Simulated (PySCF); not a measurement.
```yaml
atoms:
  - { symbol: Os, position_ang: [0.2625, 0.2625, 0.0000] }
  - { symbol: O, position_ang: [1.4708, 0.1520, 1.2018] }
  - { symbol: O, position_ang: [0.1520, 1.4708, -1.2018] }
  - { symbol: Cl, position_ang: [-1.7891, -0.0375, 0.9517] }
  - { symbol: Cl, position_ang: [-0.0375, -1.7891, -0.9517] }
```

Core potentials replace the inner electrons of Os.

Theory: RKS TPSS, Os def2-SVP with ECP60, O def2-SVP, Cl def2-SVP; non-relativistic Hamiltonian with scalar-relativistic core potentials where named; density fitting (PySCF 2.14.0).

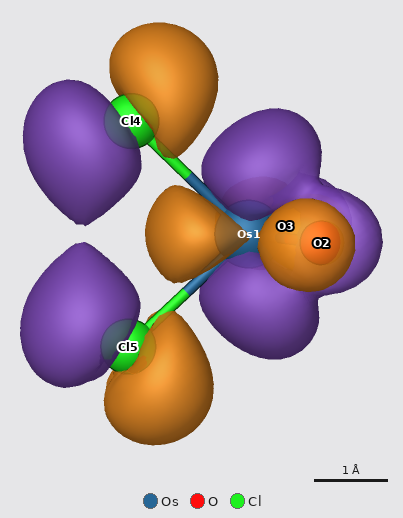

Cl$_{2}$O$_{2}$Os (Os(O)2(Cl)2). The HOMO at ±0.08 Å⁻³ᐟ² (orange and purple are the two phases), seen at a tilt.

Where does this orbital lie, and at what energy?

Answer. Its weight (Hirshfeld) is mainly on Os1 (about 50 %), Cl4 (about 20 %), Cl5 (about 20 %), O2 (about 5 %) and O3 (about 5 %). Its energy is −6.53 eV.
